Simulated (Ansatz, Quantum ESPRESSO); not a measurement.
# Lattice dynamics of KTaO3 (Pm-3m) in two programs, part 5 of 5

How does KTaO3 (Pm-3m) vibrate, and is this structure a minimum?

Quantum ESPRESSO 7.5; DFT LDA, scalar-relativistic, plane waves, PseudoDojo norm-conserving pseudopotentials.

So far. Step 11 (Modes along a direction of q (1 0 0)): The field moves 3 modes; the highest of them now lies at 819 cm⁻¹, where the highest that moved away lay at 556. Step 14 (Side by side: QE PseudoDojo and Ansatz, PseudoDojo): At the solved wavevectors the largest difference (acoustic modes at Γ apart) is 0.02 % of the highest mode.

## Step 15: Cross-check with Ansatz

The same cell goes through another code, with its own cutoff. It uses its own PAW datasets, so the potentials differ. Its k mesh is centred on Γ.

This step: DFT LDA, scalar-relativistic, plane waves, PAW (Ansatz 0.2.0).

Contents of input.yaml:

```yaml
crystal:
  lattice:
    - [3.9385677481, 0.0, 0.0]
    - [0.0, 3.9385677481, 0.0]
    - [0.0, 0.0, 3.9385677481]
  atoms:
    - { symbol: K, position: [0.5, 0.5, 0.5] }
    - { symbol: Ta, position: [0.0, 0.0, 0.0] }
    - { symbol: O, position: [0.5, 0.0, 0.0] }
    - { symbol: O, position: [0.0, 0.5, 0.0] }
    - { symbol: O, position: [0.0, 0.0, 0.5] }
kpoints:
  mp_grid: { grid: [6, 6, 6] }
hamiltonian:
  xc: lda
scf:
  occupations: { method: fixed }
output:
  eigenvalues: true
phonons:
  method: dfpt
  dielectric: true
  rigid_motions: translations
  qmesh: [2, 2, 2]
  temperatures: { t_max: 1000, t_step: 50 }
  qpath:
    path:
      - [[0.0, 0.0, 0.0], [0.0, 0.5, 0.0], [0.5, 0.5, 0.0], [0.0, 0.0, 0.0], [0.5, 0.5, 0.5], [0.0, 0.5, 0.0]]
      - [[0.5, 0.5, 0.5], [0.5, 0.5, 0.0]]
    npoints: 12
```

Started as:

```bash
$ ansatz run input.yaml --threads 8 --pin off --max-ram 16384MiB --backend cpu --events-out ev --progress --plain --runs-dir out
```

Numbers of over 12 decimals in the logs are rounded to 6 here.

Output:

```text
[...]
Crystal: 5 atoms, lattice volume = 61.096 Å³
Basis set: ecut = 420 eV, 1213 PW (Γ), exchange–correlation on 54×54×54 points (8 copies of the dense FFT grid, shifted against one another)
Bands: 25, of which v1, the nominal top of the filled ones, is band 20 counted from 1 (19 counted from 0)
Symmetry: 48 space group operations
k-points: 80 of 216 (irreducible under 2 space group operations, time reversal used)
[...]
SCF iter   1: F=—  HF=-12851.072357 eV  |F-HF|=—  |Δ(HF+E_count)|=         —  Δρ=1.98e-2  dr2=2.22e-1  ethr=1.77e-3  ⟨swp⟩=4.6  Hψ=8494  notcnv=0  defer=199
[...]
SCF iter   8: F=-12851.019102 eV  HF=-12851.019102 eV  |F-HF|=9.09e-12  |Δ(HF+E_count)|=  7.46e-11  Δρ=3.73e-7  dr2=4.68e-11  ethr=1.00e-12  ⟨swp⟩=11.1  Hψ=13600  notcnv=0
SCF 1 converged in 8 iterations: F = -12851.019102 eV  dr2 = 4.68e-11
[...]
Bands: 21, of which v1, the nominal top of the filled ones, is band 20 counted from 1 (19 counted from 0)
k-points: 20 of 512
[...]
Eigensolver: Dense (20 Hₖ)
SCF iter   1: F=—  HF=-12851.025103 eV  |F-HF|=—  |Δ(HF+E_count)|=         —  Δρ=6.77e-4  dr2=4.59e-5  ethr=1.00e-1
[...]
SCF iter   4: F=-12851.025082 eV  HF=-12851.025082 eV  |F-HF|=3.10e-8  |Δ(HF+E_count)|=   5.15e-7  Δρ=8.95e-6  dr2=4.62e-8  ethr=4.27e-9
SCF 1 converged in 4 iterations: F = -12851.025082 eV  dr2 = 4.62e-8
[...]
NSCF: frozen V_eff on 20 k-points
[...]
SCF converged after 8 iterations
Free energy (F): -12851.019102 eV
[...]
Internal energy: -12851.019102 eV  (E = F + TS)
E sigma→0 (E₀):  -12851.019102 eV
Fermi energy:    8.924324 eV
[...]
--- Band table (eV; the first three rows and the last of 80) ---
  k-point 0: bands = [... 16 lower, 7.7974, 8.3327, 8.3327, 8.3327, 11.0733, 11.0733, 11.0733, 15.6039, ... 1 higher]
  k-point 1: bands = [... 16 lower, 7.6002, 7.6575, 8.2124, 8.2124, 11.1173, 11.9306, 11.9306, 16.0849, ... 1 higher]
  k-point 2: bands = [... 16 lower, 6.9027, 7.3976, 8.1224, 8.1224, 11.2086, 13.4035, 13.4035, 16.2220, ... 1 higher]
  k-point 79: bands = [... 16 lower, 4.8782, 8.9243, 8.9243, 8.9243, 15.6986, 15.6986, 15.6986, 17.7685, ... 1 higher]
[...]
ASR residual: 1.908e-4 → 0.000e0 eV/Å²; symmetrization residual: 3.156e-6 eV/Å²
  ASR residual per site (eV/Å²): 1.09e-4 2.05e-5 1.91e-4 1.91e-4 1.91e-4
[...]
ε∞ (high-frequency dielectric tensor):
        5.431126     0.000000     0.000000
        0.000000     5.431126     0.000000
        0.000000     0.000000     5.431126
  ε⁰ (static dielectric tensor: ions relaxed, cell fixed):
      168.745608     0.000000    -0.000000
        0.000000   168.745608    -0.000000
       -0.000000    -0.000000   168.745608
  ε⁰ − ε∞ (ionic part):
      163.314482     0.000000    -0.000000
        0.000000   163.314482    -0.000000
       -0.000000    -0.000000   163.314482
[...]
Born effective charges Z* (e; rows j = field, columns β = displacement):
    site 0:
         1.15287    0.00000    0.00000
         0.00000    1.15287    0.00000
         0.00000    0.00000    1.15287
    site 1:
         8.71221    0.00000    0.00000
        -0.00000    8.71221    0.00000
        -0.00000    0.00000    8.71221
    site 2:
        -6.48222   -0.00000    0.00000
        -0.00000   -1.69143    0.00000
        -0.00000    0.00000   -1.69143
    site 3:
        -1.69143    0.00000    0.00000
         0.00000   -6.48222   -0.00000
         0.00000    0.00000   -1.69143
    site 4:
        -1.69143    0.00000    0.00000
        -0.00000   -1.69143    0.00000
        -0.00000    0.00000   -6.48222
  Z* charge neutrality: 1.079e-3 e pre-enforcement
[...]
optical modes at Γ without the LO–TO term, one row a degenerate level:
      ω (cm⁻¹)  modes    IR ((D/Å)²/amu)
         98.46      3           128.6283
        184.96      3            16.3775
        240.64      3             0.0000
        568.07      3            92.9093
  optical modes at Γ + LO–TO along q̂ = [1.0000, 0.0000, 0.0000]:
      ω (cm⁻¹)  modes    IR ((D/Å)²/amu)
         98.46      2            85.7522
        176.29      1             0.0372
        184.96      2            10.9183
        240.64      3             0.0000
        393.71      1             6.9039
        568.07      2            61.9395
        830.83      1            72.3640
  optical modes at Γ + LO–TO along q̂ = [0.0000, 1.0000, 0.0000]:
      ω (cm⁻¹)  modes    IR ((D/Å)²/amu)
         98.46      2            85.7522
        176.29      1             0.0372
        184.96      2            10.9183
        240.64      3             0.0000
        393.71      1             6.9039
        568.07      2            61.9395
        830.83      1            72.3640
  optical modes at Γ + LO–TO along q̂ = [0.0000, 0.0000, 1.0000]:
      ω (cm⁻¹)  modes    IR ((D/Å)²/amu)
         98.46      2            85.7522
        176.29      1             0.0372
        184.96      2            10.9183
        240.64      3             0.0000
        393.71      1             6.9039
        568.07      2            61.9395
        830.83      1            72.3640
--- Phonons (arbitrary-q DFPT): 4 irreducible q on the 2×2×2 mesh ---
[...]
interpolated dispersion: 75 rows × 15 modes
[...]
```

Run time: 74 s. Hardware: 8 threads of Arm Neoverse N1, shared host; peak memory 0.81 GiB; 8.9 min of CPU time.

This step gave:

```yaml
gap_on_the_k_mesh: 2.149 eV
sum_rule_residual_before_enforcement: 1.91e-4 eV/Å²
miss_of_the_charge_sum_rule: 0.001079 e
estimated_error_of_the_dielectric_tensor: 0.01674
estimated_error_of_the_born_charges: 0.04113 e
mean_frequency: 320.2 cm⁻¹
debye_temperature_second_moment: 712 K
highest_optical_zone_centre_mode_no_lo_to_term: 568.1 cm⁻¹
lowest_optical_zone_centre_mode: 98.46 cm⁻¹
mean_high_frequency_dielectric_constant: 5.431
largest_born_charge_in_size_third_of_the_trace: 8.712 e
mean_static_dielectric_constant: 168.7
highest_mode_moved_by_the_lo_to_term: 830.8 cm⁻¹
lowest_mode_on_the_q_mesh_acoustic_ones_at_the_zone_centre_apart: 66.45 cm⁻¹
```

Transverse modes. Lines of the infrared spectrum (strongest = 100):

```
position (cm⁻¹)  label  IR intensity ((D/Å)²/amu), degenerate modes summed, relative
             98    T1u                                                           100
            185    T1u                                                            13
            241    T2u                                                           0.0
            568    T1u                                                            72
```

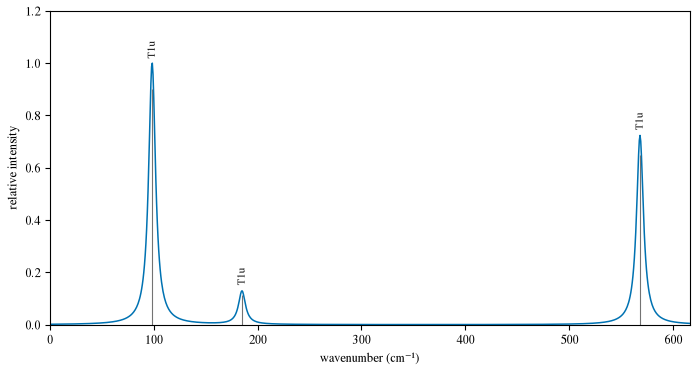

The infrared spectrum, broadened with Lorentzians of width 8 cm⁻¹; bars mark the lines.

The log warns that the force constants on this k mesh are to be taken as unconverged.

## Step 16: Side by side: QE PseudoDojo and Ansatz, PAW

Numbers from this step:

```
root-mean-square difference             : 8.41 cm⁻¹
largest difference                      : 19.44 cm⁻¹
root-mean-square difference on the path : 7.8 cm⁻¹
largest difference on the path          : 19.5 cm⁻¹
```

The 12 of 57 modes that differ most. Frequencies side by side:

```
q (reciprocal lattice)  mode  QE PseudoDojo (cm⁻¹)  Ansatz, PAW (cm⁻¹)
                 0 0 0    13                 555.5               568.1
                 0 0 0    14                 555.5               568.1
                 0 0 0    15                 555.5               568.1
              0 0 -0.5    13                 531.1               546.1
              0 0 -0.5    14                 531.1               546.1
           0 -0.5 -0.5    13                 498.9               518.4
           0 -0.5 -0.5    14                   614               631.9
        -0.5 -0.5 -0.5     1                 137.6               124.4
        -0.5 -0.5 -0.5     2                 137.6               124.4
        -0.5 -0.5 -0.5     3                 137.6               124.4
        -0.5 -0.5 -0.5    13                 579.7               598.3
        -0.5 -0.5 -0.5    14                 579.7               598.3
```

The two runs side by side. Further quantities:

```
                                                                               quantity  QE PseudoDojo  Ansatz, PAW
                                                                                mean ε∞          5.438        5.431
largest Born charge in size (e; the first before, the second after the charge sum rule)           8.72        8.712
```

At the solved wavevectors the largest difference (acoustic modes at Γ apart) is 2 % of the highest mode, but 4 % of the mode at 499 cm⁻¹ on which it sits.

## Step 17: Outcome

| Quantity | Value |
| --- | --- |
| space group after relaxation | Pm-3m |
| volume per atom | 12.2 Å³ |
| gap on the k-mesh | 2.17 eV |
| highest optical zone-centre mode (no LO-TO term) | 555.5 cm⁻¹ |
| lowest optical zone-centre mode | 91.5 cm⁻¹ |
| highest mode moved by the LO-TO term | 819.1 cm⁻¹ |
| mean high-frequency dielectric constant | 5.44 |
| largest Born charge in size (third of the trace) | 8.72 e |
| mean static dielectric constant | 204.9 |
| q mesh | 2×2×2 |
| lowest mode on the q mesh (acoustic ones at the zone centre apart) | 64.6 cm⁻¹ |
| zero-point energy per atom | 59.4 meV |
| heat capacity at 300 K | 20.1 J/(mol atoms K) |
| vibrational entropy at 300 K | 21.8 J/(mol atoms K) |
| imaginary modes on the q mesh | none |
| largest difference from Ansatz, PseudoDojo | 0.17 cm⁻¹ |

What this shows: KTaO3 (Pm-3m) is dynamically stable on the 2×2×2 mesh; its spectrum reaches 951 cm⁻¹. At the LDA level the optical modes of KTaO3 (Pm-3m) at the zone centre (no LO-TO term) run from 92 to 555 cm⁻¹. Along the directions run, the highest mode that the macroscopic field moves lies at 819 cm⁻¹. Lattice motion raises the mean dielectric constant from 5.438 to 204.9. Of the 12 optical modes, 9 are infrared active alone and 3 are silent. QE PseudoDojo and Ansatz, PseudoDojo agree to 0.17 cm⁻¹ (0.02 % of the highest mode compared) on all solved modes but the acoustic ones at Γ, without the LO-TO term. QE PseudoDojo and Ansatz, PAW differ by 8.4 cm⁻¹ in the root mean square and by 19.4 cm⁻¹ at most, 2.0 % of the highest mode compared (acoustic modes at Γ left out; ph.x's values are those before the sum rule). These are harmonic frequencies at zero temperature: anharmonic shifts and linewidths and thermal expansion are left out. Spin-orbit coupling is left out, which can matter for the heavy elements here. Ansatz's log warns that force constants on this k mesh are to be taken as unconverged, an error that the frequencies of both programs share. The q mesh stands for a supercell only 7.9 Å across, so branches between the solved wavevectors are rough.

[Host names and launcher messages were left out of these logs when they were recorded.]

[Logs are printed without paths, hosts, clocks, repeated set-up lines and the standing remarks that a program may print on its own settings, such as how far it seeks lower states.]

[Hosts, paths, dates, database ids (printed as entryN), source tags and the programs' standing remarks are cut or masked in the printed files.]
